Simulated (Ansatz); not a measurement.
**CH4N2OSi: basis-set convergence**

Aim: see how fast density functionals converge with the basis set for CH4N2OSi.

Method: one geometry, several basis sets; program: Ansatz 0.2.0, Gaussian basis.

The runs, in order: PBE0-D4/def2-SVP; ωB97M-V/def2-SVP; PBE0-D4/def2-QZVPP; ωB97M-V/def2-QZVPP; the functionals' def2-TZVPP values are taken from earlier runs.

## 1. Structure used throughout

An earlier PBE0-D4 in a triple-zeta def2 set relaxation fixed the geometry.

SMILES `N#CN[SiH2]O`, 9 atoms, charge 0, spin multiplicity 1.

Atoms are counted from 1 here; the program's logs count them from 0.

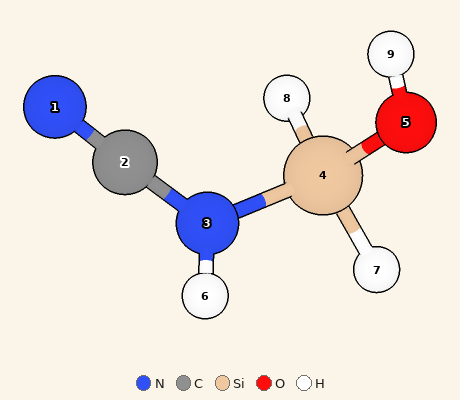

The geometry (nitrogen blue, carbon grey, silicon light orange, oxygen red, hydrogen white); atoms are numbered from 1 in the order of the file.

## 2. PBE0-D4 in def2-SVP

Contents of in.yaml:

```yaml
crystal:
  periodic: [false, false, false]
  atoms:
    - {symbol: N, position_ang: [2.574841, -0.466190, 1.136426]}
    - {symbol: C, position_ang: [1.786266, -0.252461, 0.319301]}
    - {symbol: N, position_ang: [0.843425, -0.028149, -0.592673]}
    - {symbol: Si, position_ang: [-0.866450, -0.232464, -0.272711]}
    - {symbol: O, position_ang: [-1.566515, 1.048332, 0.460758]}
    - {symbol: H, position_ang: [1.162524, 0.459126, -1.418020]}
    - {symbol: H, position_ang: [-1.496332, -0.328581, -1.602162]}
    - {symbol: H, position_ang: [-0.953478, -1.450139, 0.560971]}
    - {symbol: H, position_ang: [-1.395783, 1.204225, 1.391108]}
basis:
  gaussian: {orbitals: def2-SVP}
hamiltonian: {xc: pbe0, dispersion: d4}
output: {orbitals: {seedname: orbitals}}
```

Run with:

```console
$ ansatz run in.yaml --threads 2 --pin off --events-out ev --progress --plain --max-ram 4352MiB
```

The program printed:

```text
Functional definition: PBE0
  name "PBE0"
  cite "Adamo & Barone, J. Chem. Phys. 110, 6158 (1999) doi:10.1063/1.478522"
  cite "Perdew, Burke & Ernzerhof, Phys. Rev. Lett. 77, 3865 (1996) doi:10.1103/PhysRevLett.77.3865"
  parent pbe
  parameter a = 0.25
  parameter kappa = 0.804
  parameter beta = 0.06672455060314922
  exchange = (1 - a)*pbe_x(kappa = kappa, mu = beta*pi^2/3) + a*exact_x
  correlation = pbe_c(beta = beta)
1073 factors; their error is unknown
mean field evaluation 1: about -13982.4790 eV, gradient 6.4e1 eV
mean field evaluation 2: about -13972.0096 eV, gradient 9.5e1 eV
mean field evaluation 4: about -13990.2019 eV, gradient 5.9e0 eV
mean field evaluation 8: about -13990.2707 eV, gradient 1.2e-1 eV
mean field evaluation 16: about -13990.3253 eV, gradient 3.2e-5 eV
mean field -13990.32532439 eV, -514.1349726882 hartree, gradient 3.2e-5 eV, S^2 0.000000; 0 other end points of the search recorded, 0 dependent functions left out
reference -13990.32534708 eV, -514.1349735222 hartree; 23, 23 occupied and 71, 71 virtual orbitals, 1073 factors
Total energy: -13990.47497966 eV, -514.1404724180 hartree
```

Run time: 0.5 s. Hardware: 2 threads of AMD EPYC 9R45, shared host.

## 3. ωB97M-V in def2-SVP

in.yaml, as its differences from that of step 2:

```diff
@@ -14,3 +14,3 @@
   gaussian: {orbitals: def2-SVP}
-hamiltonian: {xc: pbe0, dispersion: d4}
+hamiltonian: {xc: {name: wB97M-V}}
 output: {orbitals: {seedname: orbitals}}
```

Launched as before.

The program printed, shortened:

```text
Functional definition: wB97M-V
  name "wB97M-V"
  cite "Mardirossian & Head-Gordon, J. Chem. Phys. 144, 214110 (2016) doi:10.1063/1.4952647"
  cite "Becke, J. Chem. Phys. 107, 8554 (1997) doi:10.1063/1.475007"
  cite "Vydrov & Van Voorhis, J. Chem. Phys. 133, 244103 (2010) doi:10.1063/1.3521275"
  # Of w^i u^j: cxij and so on, Table III.
[...]
  gx(w, u) = 1 - cx + cx01*u + cx10*w
  gss(w, u) = css00 + css04*u^4 + css10*w + css20*w^2 + css43*w^4*u^3
  gos(w, u) = cos00 + cos10*w + (cos20 + cos21*u)*w^2 + (cos60 + cos61*u)*w^6
[...]
      + integral(e_c_pw_mod_opposite_spin*gos(b97_w_opposite, b97_u_opposite)) + vv10(b, c)
1073 factors; their error is unknown
263 factors; integrals over basis functions are off by at most 7.3e-6 eV
[...]
mean field -13997.98837734 eV, -514.4165846898 hartree, gradient 2.2e-5 eV, S^2 0.000000; 0 other end points of the search recorded, 0 dependent functions left out
reference -13997.98841396 eV, -514.4165860355 hartree; 23, 23 occupied and 71, 71 virtual orbitals, 1073 factors
Total energy: -13997.98841396 eV, -514.4165860355 hartree
```

Wall time 1.8 s (2 threads of AMD EPYC 9R45, shared host); peak memory 0.28 GiB.

## 4. PBE0-D4 in def2-QZVPP

in.yaml, as its differences from that of step 3:

```diff
@@ -13,4 +13,4 @@
 basis:
-  gaussian: {orbitals: def2-SVP}
-hamiltonian: {xc: {name: wB97M-V}}
+  gaussian: {orbitals: "def2-QZVPP.json"}
+hamiltonian: {xc: pbe0, dispersion: d4}
 output: {orbitals: {seedname: orbitals}}
```

Launched as before.

The program printed:

```text
Functional definition: PBE0
  name "PBE0"
  cite "Adamo & Barone, J. Chem. Phys. 110, 6158 (1999) doi:10.1063/1.478522"
  cite "Perdew, Burke & Ernzerhof, Phys. Rev. Lett. 77, 3865 (1996) doi:10.1103/PhysRevLett.77.3865"
  parent pbe
  parameter a = 0.25
  parameter kappa = 0.804
  parameter beta = 0.06672455060314922
  exchange = (1 - a)*pbe_x(kappa = kappa, mu = beta*pi^2/3) + a*exact_x
  correlation = pbe_c(beta = beta)
1324 factors; their error is unknown
mean field evaluation 1: about -13991.3624 eV, gradient 7.6e1 eV
mean field evaluation 2: about -13979.5212 eV, gradient 1.1e2 eV
mean field evaluation 4: about -14001.0398 eV, gradient 8.7e0 eV
mean field evaluation 8: about -14001.1816 eV, gradient 2.0e-1 eV
mean field evaluation 16: about -14001.1928 eV, gradient 5.4e-5 eV
mean field -14001.19275227 eV, -514.5343432966 hartree, gradient 5.4e-5 eV, S^2 0.000000; 0 other end points of the search recorded, 0 dependent functions left out
reference -14001.19278921 eV, -514.5343446540 hartree; 23, 23 occupied and 395, 395 virtual orbitals, 1324 factors
Total energy: -14001.34242179 eV, -514.5398435498 hartree
```

Wall time 3.8 s (2 threads of AMD EPYC 9R45, shared host); peak memory 1.1 GiB.

## 5. ωB97M-V in def2-QZVPP

in.yaml, as its differences from that of step 4:

```diff
@@ -14,3 +14,3 @@
   gaussian: {orbitals: "def2-QZVPP.json"}
-hamiltonian: {xc: pbe0, dispersion: d4}
+hamiltonian: {xc: {name: wB97M-V}}
 output: {orbitals: {seedname: orbitals}}
```

Launched as before.

The program printed, shortened:

```text
Functional definition: wB97M-V
  name "wB97M-V"
  cite "Mardirossian & Head-Gordon, J. Chem. Phys. 144, 214110 (2016) doi:10.1063/1.4952647"
  cite "Becke, J. Chem. Phys. 107, 8554 (1997) doi:10.1063/1.475007"
  cite "Vydrov & Van Voorhis, J. Chem. Phys. 133, 244103 (2010) doi:10.1063/1.3521275"
  # Of w^i u^j: cxij and so on, Table III.
[...]
  gx(w, u) = 1 - cx + cx01*u + cx10*w
  gss(w, u) = css00 + css04*u^4 + css10*w + css20*w^2 + css43*w^4*u^3
  gos(w, u) = cos00 + cos10*w + (cos20 + cos21*u)*w^2 + (cos60 + cos61*u)*w^6
[...]
      + integral(e_c_pw_mod_opposite_spin*gos(b97_w_opposite, b97_u_opposite)) + vv10(b, c)
1304 factors; their error is unknown
326 factors; integrals over basis functions are off by at most 1.2e-5 eV
[...]
mean field -14009.03707718 eV, -514.8226169200 hartree, gradient 1.7e-5 eV, S^2 0.000000; 0 other end points of the search recorded, 0 dependent functions left out
reference -14009.03713607 eV, -514.8226190840 hartree; 23, 23 occupied and 395, 395 virtual orbitals, 1304 factors
Total energy: -14009.03713607 eV, -514.8226190840 hartree
```

It took 8 s on 2 threads of AMD EPYC 9R45, shared host; peak memory 1.4 GiB.

## 6. Functionals by basis

The def2-TZVPP values come from earlier runs at the same geometry.

```csv
functional,basis,functions,energy (eV),from the largest (eV),HOMO (eV),LUMO (eV)
PBE0-D4,def2-SVP,94,-13990.4750,10.867,-7.79,0.43
PBE0-D4,def2-TZVPP,222,-14000.7230,0.619,-7.95,-0.17
PBE0-D4,def2-QZVPP,418,-14001.3424,0.000,-7.98,-0.39
ωB97M-V,def2-SVP,94,-13997.9884,11.049,-10.04,2.27
ωB97M-V,def2-TZVPP,222,-14008.4650,0.572,-10.23,1.41
ωB97M-V,def2-QZVPP,418,-14009.0371,0.000,-10.26,0.96
```

## 7. What came out

```
                                       quantity           value
PBE0-D4: double and triple zeta above quadruple  10.87, 0.62 eV
ωB97M-V: double and triple zeta above quadruple  11.05, 0.57 eV
```

What this shows: For PBE0-D4 the step from double to triple zeta gains 10.25 eV and the next only 0.62 eV. These are total energies; as a rule much of such shifts cancels in differences, which this series doesn't test. The LUMO of ωB97M-V is positive and keeps falling with the basis (2.27 to 0.96 eV): an unbound level that the basis holds in place.

For PBE0-D4 the largest set took about 8 times as long as the smallest (3.8 s against 0.5 s).
